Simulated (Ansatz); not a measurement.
**Geometry relaxation, with input and output: C₃H₆OSTe (part 1 of 2)**

System: C₃H₆OSTe, SMILES CC(O)C(=S)[TeH].
Method: RKS revPBE-D4/def2-SVP (Ansatz 0.2.0).

It belongs to a series of runs on one base structure; here: end point B relaxed. Figures and captions count atoms from 1; the log counts them from 0 in places.

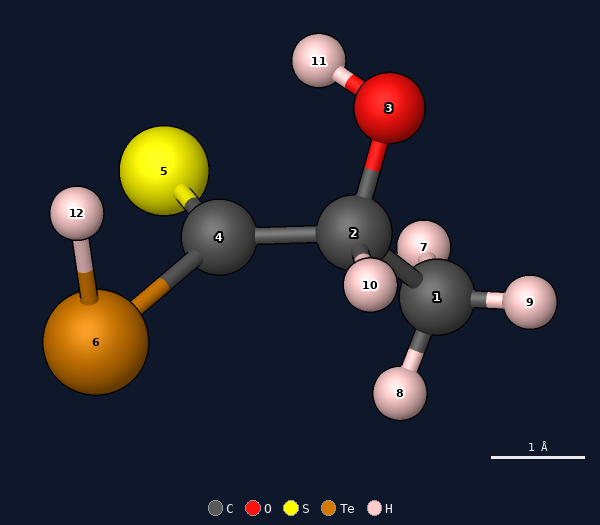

Figure 1. The input geometry (ball-and-stick view, seen at a tilt; atoms are numbered from 1 in the order of the input). Bond lengths as drawn: C–C 1.47 to 1.55 Å, C–H 1.04 to 1.14 Å, C–O 1.40 Å, C–S 1.50 Å, C–Te 2.12 Å, H–O 1.02 Å and H–Te 1.73 Å.

**Key numbers**

| quantity | value |
| --- | --- |
| outcome | converged |
| total energy | −23375.1123 eV |
| mean-field energy | −23374.0386 eV |
| largest force (length of the vector) at the end | 0.011 eV/Å |
| hardware | 2 threads of Arm Neoverse V1, 24 GiB of memory available, shared host |
| wall time | 83 s (CPU time 2.7 min) |
| peak memory | 0.19 GiB |

**Input**
```yaml
crystal:
  periodic: [false, false, false]
  atoms:
    - { symbol: C, position_ang: [-0.3143, -1.459, 0.5294] }
    - { symbol: C, position_ang: [0.3183, -0.1671, -0.0477] }
    - { symbol: O, position_ang: [0.9351, -0.4649, -1.2711] }
    - { symbol: C, position_ang: [-0.5942, 0.9683, -0.2611] }
    - { symbol: S, position_ang: [-1.6922, 0.8743, -1.2822] }
    - { symbol: Te, position_ang: [-0.5046, 2.7467, 0.8939] }
    - { symbol: H, position_ang: [-1.059, -1.8287, -0.2117] }
    - { symbol: H, position_ang: [-0.8612, -1.148, 1.4513] }
    - { symbol: H, position_ang: [0.4023, -2.1737, 0.7857] }
    - { symbol: H, position_ang: [1.0785, 0.181, 0.7211] }
    - { symbol: H, position_ang: [0.31866, -0.04459, -1.96772] }
    - { symbol: H, position_ang: [0.599, 3.406, -0.2676] }
basis:
  gaussian: { orbitals: def2-SVP }
hamiltonian:
  xc: revpbe
  dispersion: d4
relax:
  f_tol: 0.015
  max_steps: 40
output:
  orbitals: {}
```

Run as:
```bash
ansatz run input.yaml --threads 2 --pin off --max-ram 3072MiB --backend cpu --events-out ev --progress --plain --runs-dir out
```

**The program's output**
```
The last accepted step is kept in [file] (removed where the run ends without a failure and the disk answers)
Engine: ansatz 0.2.0, aarch64-unknown-linux-gnu
Functional definition: revPBE
  parameter kappa = 1.245
  parameter beta = 0.06672455060314922
  exchange = pbe_x(kappa = kappa, mu = beta*pi^2/3)
  correlation = pbe_c(beta = beta)
1490 factors; their error is unknown
mean field evaluation 1: about -23360.1280 eV, gradient 7.1e1 eV
mean field evaluation 2: about -23254.7120 eV, gradient 1.8e2 eV
mean field evaluation 4: about -23371.8560 eV, gradient 1.6e1 eV
mean field evaluation 8: about -23372.5731 eV, gradient 2.5e-1 eV
mean field evaluation 16: about -23372.5071 eV, gradient 1.5e-3 eV
mean field -23372.50713333 eV, -858.9237946956 hartree, gradient 3.0e-5 eV, S^2 0.000000; 1 other end points of the search recorded, 0 dependent functions left out
the calculation of the forces begins
reference -23372.50717603 eV, -858.9237962648 hartree; 36, 36 occupied and 94, 94 virtual orbitals, 1490 factors
relax step   1: F+E_penalty+E_count = -23373.59538508 eV  Δ(F+E_penalty+E_count) = +0.000e0 eV  max|allowed force component| = 5.664e0 eV/Å  Δτ_max = 0.0000 Å  (43 SCF iters, accepted)
these checks for a lower state are left out or cut short: starts, cluster_reference, orbital_swaps, neighbouring_geometries, increment
1490 factors; their error is unknown
mean field evaluation 32: about -23373.3746 eV, gradient 9.7e-6 eV
mean field -23373.37460737 eV, -858.9556737786 hartree, gradient 9.7e-6 eV, S^2 0.000000; 0 other end points of the search recorded, 0 dependent functions left out
[... from here on the field's lines of each further geometry are left out, up to the last ...]
relax step   2: F+E_penalty+E_count = -23374.42781519 eV  Δ(F+E_penalty+E_count) = -8.324e-1 eV  max|allowed force component| = 1.838e0 eV/Å  Δτ_max = 0.1924 Å  (38 SCF iters, accepted)
relax step   3: F+E_penalty+E_count = -23374.56516318 eV  Δ(F+E_penalty+E_count) = -1.373e-1 eV  max|allowed force component| = 8.996e-1 eV/Å  Δτ_max = 0.1938 Å  (32 SCF iters, accepted)
relax step   4: F+E_penalty+E_count = -23374.63038479 eV  Δ(F+E_penalty+E_count) = -6.522e-2 eV  max|allowed force component| = 8.418e-1 eV/Å  Δτ_max = 0.1298 Å  (32 SCF iters, accepted)
relax step   5: F+E_penalty+E_count = -23374.70457976 eV  Δ(F+E_penalty+E_count) = -7.419e-2 eV  max|allowed force component| = 3.091e-1 eV/Å  Δτ_max = 0.2000 Å  (32 SCF iters, accepted)
relax step   6: F+E_penalty+E_count = -23374.76277012 eV  Δ(F+E_penalty+E_count) = -5.819e-2 eV  max|allowed force component| = 3.863e-1 eV/Å  Δτ_max = 0.1951 Å  (33 SCF iters, accepted)
relax step   7: F+E_penalty+E_count = -23374.82499654 eV  Δ(F+E_penalty+E_count) = -6.223e-2 eV  max|allowed force component| = 4.569e-1 eV/Å  Δτ_max = 0.1951 Å  (32 SCF iters, accepted)
relax step   8: F+E_penalty+E_count = -23374.89245635 eV  Δ(F+E_penalty+E_count) = -6.746e-2 eV  max|allowed force component| = 4.627e-1 eV/Å  Δτ_max = 0.1945 Å  (33 SCF iters, accepted)
relax step   9: F+E_penalty+E_count = -23374.95063971 eV  Δ(F+E_penalty+E_count) = -5.818e-2 eV  max|allowed force component| = 3.375e-1 eV/Å  Δτ_max = 0.2000 Å  (32 SCF iters, accepted)
relax step  10: F+E_penalty+E_count = -23375.00150151 eV  Δ(F+E_penalty+E_count) = -5.086e-2 eV  max|allowed force component| = 4.582e-1 eV/Å  Δτ_max = 0.1948 Å  (33 SCF iters, accepted)
relax step  11: F+E_penalty+E_count = -23375.03965672 eV  Δ(F+E_penalty+E_count) = -3.816e-2 eV  max|allowed force component| = 3.078e-1 eV/Å  Δτ_max = 0.2000 Å  (32 SCF iters, accepted)
relax step  12: F+E_penalty+E_count = -23375.06484361 eV  Δ(F+E_penalty+E_count) = -2.519e-2 eV  max|allowed force component| = 3.790e-1 eV/Å  Δτ_max = 0.1938 Å  (32 SCF iters, accepted)
relax step  13: F+E_penalty+E_count = -23375.08542257 eV  Δ(F+E_penalty+E_count) = -2.058e-2 eV  max|allowed force component| = 1.539e-1 eV/Å  Δτ_max = 0.2000 Å  (32 SCF iters, accepted)
relax step  14: F+E_penalty+E_count = -23375.09356219 eV  Δ(F+E_penalty+E_count) = -8.140e-3 eV  max|allowed force component| = 1.640e-1 eV/Å  Δτ_max = 0.1950 Å  (32 SCF iters, accepted)
relax step  15: F+E_penalty+E_count = -23375.10158605 eV  Δ(F+E_penalty+E_count) = -8.024e-3 eV  max|allowed force component| = 1.647e-1 eV/Å  Δτ_max = 0.0540 Å  (33 SCF iters, accepted)
relax step  16: F+E_penalty+E_count = -23375.10846424 eV  Δ(F+E_penalty+E_count) = -6.878e-3 eV  max|allowed force component| = 8.641e-2 eV/Å  Δτ_max = 0.1150 Å  (32 SCF iters, accepted)
relax step  17: F+E_penalty+E_count = -23375.10802767 eV  Δ(F+E_penalty+E_count) = +4.366e-4 eV  max|allowed force component| = 1.987e-1 eV/Å  Δτ_max = 0.0642 Å  (33 SCF iters, rejected (line search))
relax step  18: F+E_penalty+E_count = -23375.11093976 eV  Δ(F+E_penalty+E_count) = -2.476e-3 eV  max|allowed force component| = 5.284e-2 eV/Å  Δτ_max = 0.0306 Å  (34 SCF iters, accepted)
relax step  19: F+E_penalty+E_count = -23375.11141064 eV  Δ(F+E_penalty+E_count) = -4.709e-4 eV  max|allowed force component| = 4.120e-2 eV/Å  Δτ_max = 0.0159 Å  (35 SCF iters, accepted)
relax step  20: F+E_penalty+E_count = -23375.11187189 eV  Δ(F+E_penalty+E_count) = -4.613e-4 eV  max|allowed force component| = 5.352e-2 eV/Å  Δτ_max = 0.0277 Å  (34 SCF iters, accepted)
relax step  21: F+E_penalty+E_count = -23375.11192955 eV  Δ(F+E_penalty+E_count) = -5.766e-5 eV  max|allowed force component| = 6.948e-2 eV/Å  Δτ_max = 0.0275 Å  (34 SCF iters, accepted)
relax step  22: F+E_penalty+E_count = -23375.11218691 eV  Δ(F+E_penalty+E_count) = -2.574e-4 eV  max|allowed force component| = 3.573e-2 eV/Å  Δτ_max = 0.0071 Å  (34 SCF iters, accepted)
the calculation of the forces begins
reference -23374.03859326 eV, -858.9800748098 hartree; 36, 36 occupied and 94, 94 virtual orbitals, 1490 factors
relax step  23: F+E_penalty+E_count = -23375.11226248 eV  Δ(F+E_penalty+E_count) = -7.557e-5 eV  max|allowed force component| = 8.470e-3 eV/Å  Δτ_max = 0.0100 Å  (35 SCF iters, accepted)
1490 factors; their error is unknown
mean field evaluation 192: about -23374.1034 eV, gradient 1.6e-1 eV
```

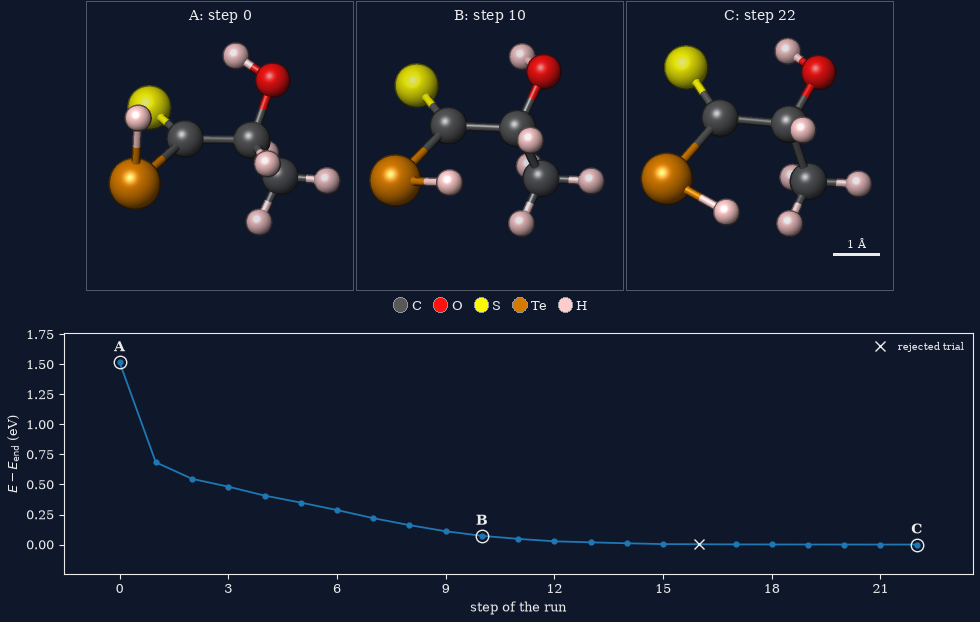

Figure 2. Frames of the relaxation (ball-and-stick view, seen at a tilt) above the curves, on which the letters mark them (the first geometry is step 0 here and step 1 in the log).

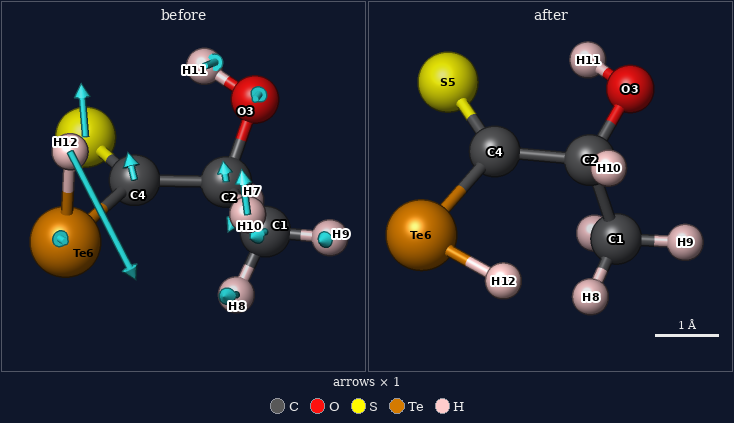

Figure 3. Before (left) and after (right) the relaxation, at one scale (ball-and-stick view, seen at a tilt). The teal arrows give the displacements, at true length. The atom that moves furthest after the best rigid fit is H12 (2.41 Å). By element the largest moves are H 2.41 Å, S 0.89 Å, C 0.51 Å, O 0.48 Å, Te 0.46 Å. Distances before and after: C4–S5 1.502 → 1.646 Å, C1–H9 1.044 → 1.107 Å, C2–C4 1.472 → 1.533 Å, Te6–H12 1.733 → 1.689 Å. Among the angles that change: C1–C2–C4 116.3° → 109.4°, C2–C1–H8 106.0° → 112.4°, C4–Te6–H12 88.9° → 95.2°. The energy falls by 1.517 eV in 22 geometry steps. Largest force component: 5.7 eV/Å at the start, 0.0085 eV/Å at the end. The line search rejected the trial step at point 16 (counted from 0) and went back. (Atoms are counted from 1 in the order of the input.)

```
mean field -23374.03855279 eV, -858.9800733227 hartree, gradient 1.6e-5 eV, S^2 0.000000; 1 other end points of the search recorded, 0 dependent functions left out
the calculation of the forces begins
reference -23374.03859326 eV, -858.9800748098 hartree; 36, 36 occupied and 94, 94 virtual orbitals, 1490 factors
Total energy: -23375.11230295 eV, -859.0195329131 hartree
Atom 0 at    -0.133552    -0.982334     0.724924 Å, force     0.003186    -0.001133    -0.000717 eV/Å
Atom 1 at     0.385387    -0.071850    -0.415587 Å, force     0.000410    -0.003804     0.004466 eV/Å
Atom 2 at     0.701708    -0.833991    -1.552218 Å, force    -0.002900     0.008470    -0.000691 eV/Å
Atom 3 at    -0.655970     1.011591    -0.716468 Å, force     0.003398    -0.007130    -0.008026 eV/Å
Atom 4 at    -1.615103     0.946115    -2.052944 Å, force     0.001251    -0.000481     0.001094 eV/Å
Atom 5 at    -0.916323     2.595721     0.678592 Å, force     0.000140    -0.000893     0.001636 eV/Å
Atom 6 at    -1.088336    -1.450237     0.413587 Å, force    -0.001202     0.001626     0.000714 eV/Å
Atom 7 at    -0.296753    -0.426541     1.668417 Å, force    -0.001764     0.001308     0.003103 eV/Å
Atom 8 at     0.612831    -1.781727     0.897182 Å, force     0.000012     0.002058     0.002104 eV/Å
Atom 9 at     1.312311     0.441872    -0.067021 Å, force     0.000577    -0.001861    -0.000217 eV/Å
Atom 10 at    -0.052498    -0.697996    -2.176673 Å, force    -0.002566     0.001515    -0.003760 eV/Å
Atom 11 at     0.372658     2.139688     1.670489 Å, force    -0.000543     0.000323     0.000294 eV/Å
Dipole moment:    -0.005871     0.202385     0.474059 e Å
```
